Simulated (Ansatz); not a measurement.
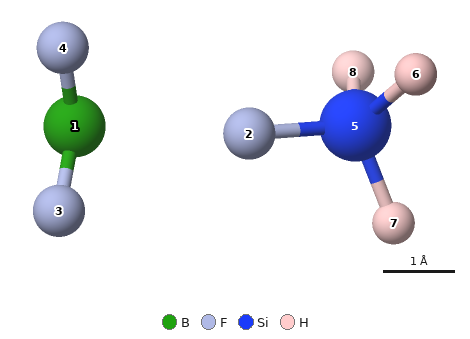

**Figure 1.** The starting structure (ball-and-stick view, seen at a tilt; atoms are numbered from 1 in the order of the input).

## Run report: BSiH3F3, geometry relaxation (part 1 of 2)

- system: BSiH3F3, multiplicity 2
- method: UKS PBE-D4/6-31G* (Ansatz 0.2.0)

It belongs to a series of runs on one base structure; here: end point B relaxed. Figures and captions count atoms from 1; the log counts them from 0 in places.

### Input
```yaml
crystal:
  periodic: [false, false, false]
  atoms:
    - { symbol: B, position_ang: [-0.008351, 0.503986, -0.417194] }
    - { symbol: F, position_ang: [0.067548, -0.405292, 1.931693] }
    - { symbol: F, position_ang: [1.141499, -0.06969, -0.741101] }
    - { symbol: F, position_ang: [-1.167088, -0.084132, -0.678995] }
    - { symbol: Si, position_ang: [0.005958, -0.060795, 3.507098] }
    - { symbol: H, position_ang: [-0.784229, -1.128605, 4.197718] }
    - { symbol: H, position_ang: [1.399386, -0.023596, 4.052901] }
    - { symbol: H, position_ang: [-0.654724, 1.268123, 3.700081] }
magnetization:
  spin_polarized: true
  initial_magnetization: 1
basis:
  gaussian: { orbitals: "6-31G*" }
hamiltonian:
  xc: pbe
  dispersion: d4
relax:
  f_tol: 0.03
  max_steps: 50
```

Hardware: 2 threads of Arm Neoverse V2, 24 GiB of memory available, shared host.

Command:
```bash
ansatz run input.yaml --threads 2 --pin off --max-ram 3072MiB --backend cpu --events-out ev --progress --plain --runs-dir out
```

### Output
```
The last accepted step is kept in [file] (removed where the run ends without a failure and the disk answers)
Engine: ansatz 0.2.0, aarch64-unknown-linux-gnu
Functional definition: PBE
  parameter kappa = 0.804
  parameter beta = 0.06672455060314922
  exchange = pbe_x(kappa = kappa, mu = beta*pi^2/3)
  correlation = pbe_c(beta = beta)
863 factors; their error is unknown
mean field evaluation 1: about -16738.8072 eV, gradient 3.0e1 eV
mean field evaluation 2: about -16732.2336 eV, gradient 5.6e1 eV
mean field evaluation 4: about -16741.3990 eV, gradient 1.3e0 eV
mean field evaluation 8: about -16741.3346 eV, gradient 1.4e-2 eV
mean field evaluation 16: about -16741.3346 eV, gradient 9.7e-6 eV
mean field -16741.33456009 eV, -615.2326973993 hartree, gradient 9.7e-6 eV, S^2 0.751723; 0 other end points of the search recorded, 0 dependent functions left out
the calculation of the forces begins
reference -16741.33459626 eV, -615.2326987284 hartree; 25, 24 occupied and 60, 61 virtual orbitals, 863 factors
relax step   1: F+E_penalty+E_count = -16741.44442121 eV  Δ(F+E_penalty+E_count) = +0.000e0 eV  max|allowed force component| = 7.245e-1 eV/Å  Δτ_max = 0.0000 Å  (28 SCF iters, accepted)
these checks for a lower state are left out or cut short: starts, cluster_reference, orbital_swaps, neighbouring_geometries, increment
863 factors; their error is unknown
mean field -16741.34032619 eV, -615.2329092994 hartree, gradient 1.0e-5 eV, S^2 0.751725; 0 other end points of the search recorded, 0 dependent functions left out
[... from here on the field's lines of each further geometry are left out, up to the last ...]
relax step   2: F+E_penalty+E_count = -16741.45091193 eV  Δ(F+E_penalty+E_count) = -6.491e-3 eV  max|allowed force component| = 4.391e-1 eV/Å  Δτ_max = 0.0316 Å  (30 SCF iters, accepted)
relax step   3: F+E_penalty+E_count = -16741.45830180 eV  Δ(F+E_penalty+E_count) = -7.390e-3 eV  max|allowed force component| = 2.418e-1 eV/Å  Δτ_max = 0.1129 Å  (30 SCF iters, accepted)
relax step   4: F+E_penalty+E_count = -16741.46377852 eV  Δ(F+E_penalty+E_count) = -5.477e-3 eV  max|allowed force component| = 1.969e-1 eV/Å  Δτ_max = 0.0831 Å  (30 SCF iters, accepted)
relax step   5: F+E_penalty+E_count = -16741.47329933 eV  Δ(F+E_penalty+E_count) = -9.521e-3 eV  max|allowed force component| = 2.263e-1 eV/Å  Δτ_max = 0.1951 Å  (30 SCF iters, accepted)
relax step   6: F+E_penalty+E_count = -16741.47623472 eV  Δ(F+E_penalty+E_count) = -2.935e-3 eV  max|allowed force component| = 3.359e-1 eV/Å  Δτ_max = 0.1951 Å  (30 SCF iters, accepted)
relax step   7: F+E_penalty+E_count = -16741.48475612 eV  Δ(F+E_penalty+E_count) = -8.521e-3 eV  max|allowed force component| = 1.536e-1 eV/Å  Δτ_max = 0.0462 Å  (30 SCF iters, accepted)
relax step   8: F+E_penalty+E_count = -16741.49594006 eV  Δ(F+E_penalty+E_count) = -1.118e-2 eV  max|allowed force component| = 2.360e-1 eV/Å  Δτ_max = 0.1533 Å  (30 SCF iters, accepted)
relax step   9: F+E_penalty+E_count = -16741.50059033 eV  Δ(F+E_penalty+E_count) = -4.650e-3 eV  max|allowed force component| = 8.920e-1 eV/Å  Δτ_max = 0.1951 Å  (35 SCF iters, accepted)
relax step  10: F+E_penalty+E_count = -16741.51848910 eV  Δ(F+E_penalty+E_count) = -1.790e-2 eV  max|allowed force component| = 4.295e-1 eV/Å  Δτ_max = 0.1184 Å  (29 SCF iters, accepted)
relax step  11: F+E_penalty+E_count = -16741.53065104 eV  Δ(F+E_penalty+E_count) = -1.216e-2 eV  max|allowed force component| = 1.381e-1 eV/Å  Δτ_max = 0.0975 Å  (30 SCF iters, accepted)
relax step  12: F+E_penalty+E_count = -16741.53420976 eV  Δ(F+E_penalty+E_count) = -3.559e-3 eV  max|allowed force component| = 3.026e-1 eV/Å  Δτ_max = 0.1995 Å  (31 SCF iters, accepted)
relax step  13: F+E_penalty+E_count = -16741.54271769 eV  Δ(F+E_penalty+E_count) = -8.508e-3 eV  max|allowed force component| = 1.208e-1 eV/Å  Δτ_max = 0.0386 Å  (30 SCF iters, accepted)
relax step  14: F+E_penalty+E_count = -16741.55173751 eV  Δ(F+E_penalty+E_count) = -9.020e-3 eV  max|allowed force component| = 1.465e-1 eV/Å  Δτ_max = 0.0775 Å  (29 SCF iters, accepted)
relax step  15: F+E_penalty+E_count = -16741.57688535 eV  Δ(F+E_penalty+E_count) = -2.515e-2 eV  max|allowed force component| = 4.802e-1 eV/Å  Δτ_max = 0.1934 Å  (35 SCF iters, accepted)
relax step  16: F+E_penalty+E_count = -16741.60765875 eV  Δ(F+E_penalty+E_count) = -3.077e-2 eV  max|allowed force component| = 4.436e-1 eV/Å  Δτ_max = 0.0908 Å  (30 SCF iters, accepted)
relax step  17: F+E_penalty+E_count = -16741.71125624 eV  Δ(F+E_penalty+E_count) = -1.036e-1 eV  max|allowed force component| = 1.291e0 eV/Å  Δτ_max = 0.1945 Å  (36 SCF iters, accepted)
relax step  18: F+E_penalty+E_count = -16741.94633090 eV  Δ(F+E_penalty+E_count) = -2.351e-1 eV  max|allowed force component| = 1.327e0 eV/Å  Δτ_max = 0.1953 Å  (36 SCF iters, accepted)
relax step  19: F+E_penalty+E_count = -16742.24864408 eV  Δ(F+E_penalty+E_count) = -3.023e-1 eV  max|allowed force component| = 1.123e0 eV/Å  Δτ_max = 0.1937 Å  (35 SCF iters, accepted)
relax step  20: F+E_penalty+E_count = -16742.40591311 eV  Δ(F+E_penalty+E_count) = -1.573e-1 eV  max|allowed force component| = 7.285e-1 eV/Å  Δτ_max = 0.1949 Å  (35 SCF iters, accepted)
relax step  21: F+E_penalty+E_count = -16742.51514144 eV  Δ(F+E_penalty+E_count) = -1.092e-1 eV  max|allowed force component| = 8.585e-1 eV/Å  Δτ_max = 0.1998 Å  (31 SCF iters, accepted)
relax step  22: F+E_penalty+E_count = -16742.58441807 eV  Δ(F+E_penalty+E_count) = -6.928e-2 eV  max|allowed force component| = 4.638e-1 eV/Å  Δτ_max = 0.2000 Å  (32 SCF iters, accepted)
relax step  23: F+E_penalty+E_count = -16742.60078998 eV  Δ(F+E_penalty+E_count) = -1.637e-2 eV  max|allowed force component| = 4.802e-1 eV/Å  Δτ_max = 0.0885 Å  (30 SCF iters, accepted)
relax step  24: F+E_penalty+E_count = -16742.60738694 eV  Δ(F+E_penalty+E_count) = -6.597e-3 eV  max|allowed force component| = 2.262e-1 eV/Å  Δτ_max = 0.0425 Å  (30 SCF iters, accepted)
relax step  25: F+E_penalty+E_count = -16742.61098996 eV  Δ(F+E_penalty+E_count) = -3.603e-3 eV  max|allowed force component| = 3.291e-2 eV/Å  Δτ_max = 0.0642 Å  (30 SCF iters, accepted)
relax step  26: F+E_penalty+E_count = -16742.61132655 eV  Δ(F+E_penalty+E_count) = -3.366e-4 eV  max|allowed force component| = 3.670e-3 eV/Å  Δτ_max = 0.0323 Å  (29 SCF iters, accepted)
the calculation of the forces begins
reference -16742.48389967 eV, -615.2749348498 hartree; 25, 24 occupied and 60, 61 virtual orbitals, 863 factors
relax step  27: F+E_penalty+E_count = -16742.61144555 eV  Δ(F+E_penalty+E_count) = -1.190e-4 eV  max|allowed force component| = 1.816e-2 eV/Å  Δτ_max = 0.0520 Å  (30 SCF iters, accepted)
```

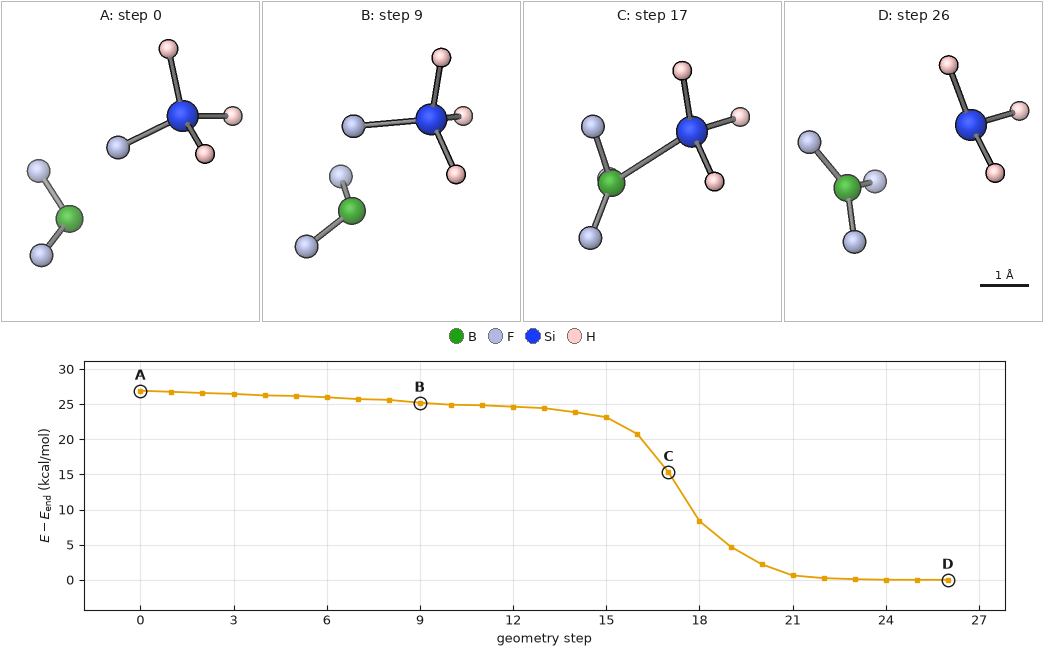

**Figure 2.** Frames of the relaxation (ball-and-stick view, seen at a tilt) above the curves, on which the letters mark them (the first geometry is step 0 here and step 1 in the log).

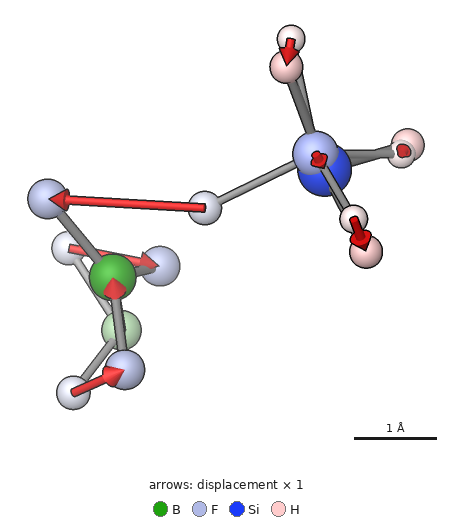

**Figure 3.** Start (faint) and end (solid) with the displacements as red arrows, at true length (ball-and-stick view, seen at a tilt). The two geometries are laid on each other by the best rigid fit. F2 moves most after the best rigid fit: 2.02 Å. Largest moves by element: F 2.02 Å, B 0.95 Å, H 0.56 Å, Si 0.28 Å. Among the contacts that change: F2–Si5 1.614 → 3.555 Å, B1–F2 2.520 → 1.331 Å, B1–F3 1.325 → 1.330 Å. New bonds form: B1–F2 (2.52 → 1.33 Å). Bonds break: F2–Si5 (1.61 → 3.56 Å). After 26 geometry steps the energy has fallen by 26.9 kcal/mol. The largest force component goes from 0.72 to 0.018 eV/Å. (Atoms are counted from 1 in the order of the input.)

```
863 factors; their error is unknown
mean field -16742.48386525 eV, -615.2749335847 hartree, gradient 2.3e-5 eV, S^2 0.752083; 1 other end points of the search recorded, 0 dependent functions left out
the calculation of the forces begins
reference -16742.48389967 eV, -615.2749348498 hartree; 25, 24 occupied and 60, 61 virtual orbitals, 863 factors
Total energy: -16742.61147998 eV, -615.2796233395 hartree
Atom 0 at    -0.053531    -0.422103     0.206930 Å, force     0.002291    -0.007974     0.017064 eV/Å
Atom 1 at    -0.399682    -1.675439     0.489398 Å, force     0.001577     0.009056    -0.006239 eV/Å
Atom 2 at     1.230037    -0.104449     0.060988 Å, force     0.003021    -0.001101    -0.004759 eV/Å
Atom 3 at    -0.993208     0.493418    -0.012935 Å, force    -0.007005     0.000710    -0.005587 eV/Å
Atom 4 at     0.044218     0.349021     3.378292 Å, force    -0.004673    -0.015258     0.013453 eV/Å
Atom 5 at    -0.360415    -0.875286     4.146135 Å, force     0.005792     0.018164    -0.011723 eV/Å
Atom 6 at     1.452884     0.757180     3.692298 Å, force    -0.007552    -0.000403    -0.001156 eV/Å
Atom 7 at    -0.920305     1.477655     3.591095 Å, force     0.006550    -0.003193    -0.001053 eV/Å
Dipole moment:     0.003190     0.025657     0.102151 e Å
```

### Trajectory as extended XYZ (Å, eV, eV/Å), 26 of the 27 frames kept, from step=1 to step=27
```
8
Properties=species:S:1:pos:R:3:forces:R:3 step=1 energy=-16741.44442
B    -0.0084    0.5040   -0.4172   -0.0013   0.0906   0.0466
F     0.0675   -0.4053    1.9317    0.0332  -0.1830  -0.7245
F     1.1415   -0.0697   -0.7411    0.0171  -0.0394  -0.0165
F    -1.1671   -0.0841   -0.6790   -0.0160  -0.0382  -0.0115
Si    0.0060   -0.0608    3.5071   -0.0316   0.1541   0.7032
H    -0.7842   -1.1286    4.1977   -0.0026   0.0012   0.0059
H     1.3994   -0.0236    4.0529    0.0065   0.0035   0.0005
H    -0.6547    1.2681    3.7001   -0.0053   0.0113  -0.0037
8
Properties=species:S:1:pos:R:3:forces:R:3 step=2 energy=-16741.45091
B    -0.0081    0.5163   -0.4068   -0.0009   0.0103   0.0454
F     0.0712   -0.4336    1.9182    0.0182  -0.1006  -0.4253
F     1.1405   -0.0666   -0.7209    0.0083  -0.0039  -0.0175
F    -1.1667   -0.0803   -0.6523   -0.0078  -0.0021  -0.0128
Si    0.0056   -0.0625    3.4967   -0.0163   0.0827   0.4391
H    -0.7849   -1.1228    4.1988   -0.0025   0.0072   0.0012
H     1.3985   -0.0194    4.0441    0.0003   0.0072  -0.0074
H    -0.6560    1.2689    3.6744    0.0005  -0.0007  -0.0225
8
Properties=species:S:1:pos:R:3:forces:R:3 step=3 energy=-16741.45830
B    -0.0054    0.5171   -0.3090    0.0317  -0.1866  -0.1033
F     0.0856   -0.5442    1.9006   -0.0183   0.0716   0.2418
F     1.1355   -0.0323   -0.7185   -0.1162   0.1055   0.0729
F    -1.1691   -0.0420   -0.6294    0.0850   0.0912   0.0587
Si    0.0059   -0.0731    3.4776   -0.0035  -0.0423  -0.1789
H    -0.7908   -1.0972    4.2279    0.0186   0.0290  -0.0232
H     1.3972    0.0034    4.0276   -0.0212  -0.0028  -0.0220
H    -0.6588    1.2684    3.5755    0.0239  -0.0657  -0.0461
8
Properties=species:S:1:pos:R:3:forces:R:3 step=4 energy=-16741.46378
B    -0.0034    0.5229   -0.2579    0.0202  -0.0919  -0.0385
F     0.0904   -0.6116    1.9003   -0.0122   0.0546   0.1969
F     1.1329   -0.0108   -0.6925   -0.0342   0.0539   0.0344
F    -1.1702   -0.0158   -0.5933    0.0153   0.0465   0.0311
Si    0.0069   -0.0818    3.4576   -0.0164  -0.0363  -0.1920
H    -0.7920   -1.0784    4.2407    0.0181   0.0264  -0.0100
H     1.3975    0.0156    4.0044   -0.0174   0.0035  -0.0058
H    -0.6621    1.2599    3.4928    0.0266  -0.0567  -0.0160
8
Properties=species:S:1:pos:R:3:forces:R:3 step=5 energy=-16741.47330
B     0.0076    0.5308   -0.1211    0.0121  -0.0961  -0.0456
F     0.0969   -0.7845    1.8940   -0.0189   0.0843   0.2263
F     1.1308    0.0394   -0.6333   -0.0606   0.0492   0.0355
F    -1.1743    0.0577   -0.5026    0.0539   0.0492   0.0345
Si    0.0049   -0.1051    3.3945   -0.0398  -0.0176  -0.1076
H    -0.7856   -1.0277    4.2770    0.0270   0.0520  -0.0836
H     1.3884    0.0550    3.9442   -0.0026  -0.0055  -0.0422
H    -0.6686    1.2343    3.2996    0.0289  -0.1155  -0.0173
8
Properties=species:S:1:pos:R:3:forces:R:3 step=6 energy=-16741.47623
B     0.0295    0.5172    0.0333   -0.0125  -0.1847  -0.2335
F     0.0920   -0.9507    1.9038   -0.0136   0.1931   0.3359
F     1.1295    0.0868   -0.5818   -0.1477   0.0854   0.1362
F    -1.1725    0.1494   -0.4093    0.1791   0.0907   0.1319
Si    0.0070   -0.1228    3.3391   -0.1683  -0.0564  -0.2651
H    -0.7838   -0.9717    4.2993    0.1035   0.0823  -0.1087
H     1.3962    0.1004    3.8562   -0.0523  -0.0077  -0.0424
H    -0.6979    1.1914    3.1116    0.1118  -0.2029   0.0457
```
